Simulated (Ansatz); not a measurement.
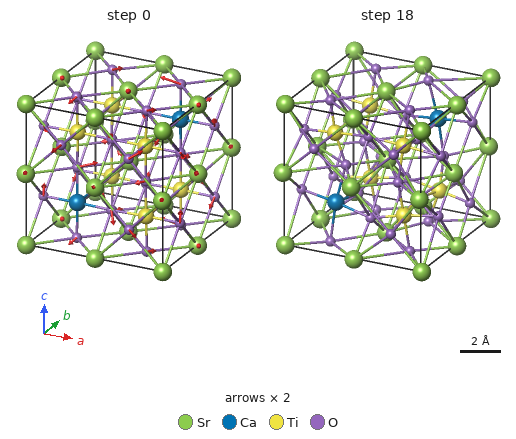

The structure of a defect cell of composition Sr8Ca2Ti6O24 before (left) and after (right) a relaxation, at one scale. The red arrows give the displacements, 2 times their true length.

Style: ball-and-stick. Shown: the cell of the calculation, from a free direction.

These are results of Ansatz, DFT, PBEsol, PAW, plane waves, not measurements. Set-up: plane-wave cutoff 420 eV; k-point mesh 1 × 1 × 1; mesh shifted by (0.25, 0.25, 0.25); no spin polarisation; atoms relaxed in a fixed cell; force threshold 0.03 eV/Å; at most 80 steps.

**Describe what moved and what it gained.**

Over 18 geometry steps the energy falls by 5.370 eV per cell of the calculation. The largest force component goes from 6.2 to 0.01 eV/Å. The atom that moves furthest is an O atom (0.57 Å along [−3 −1 1]). Largest moves by element: O 0.57 Å, Sr 0.21 Å, Ti 0.10 Å, Ca 0.04 Å. The lattice vectors keep their values. Among the contacts that change: O–Sr 2.722 → 3.260 Å, O–Sr 2.770 → 3.297 Å, O–Sr 2.759 → 3.275 Å, O–Sr 2.811 → 3.310 Å. Bond angles that change, for instance: Ca–O–Ti 178.9° → 148.8°, Ca–O–Ti 179.5° → 151.2°, Ca–O–Ti 179.1° → 154.8°. The run took 81 s on 7 threads of Arm Neoverse-V2, peak memory 1.1 GiB.

Limits of the set-up: the periodic images lie only 7.8 Å apart, so the values are limited by the cell's size.
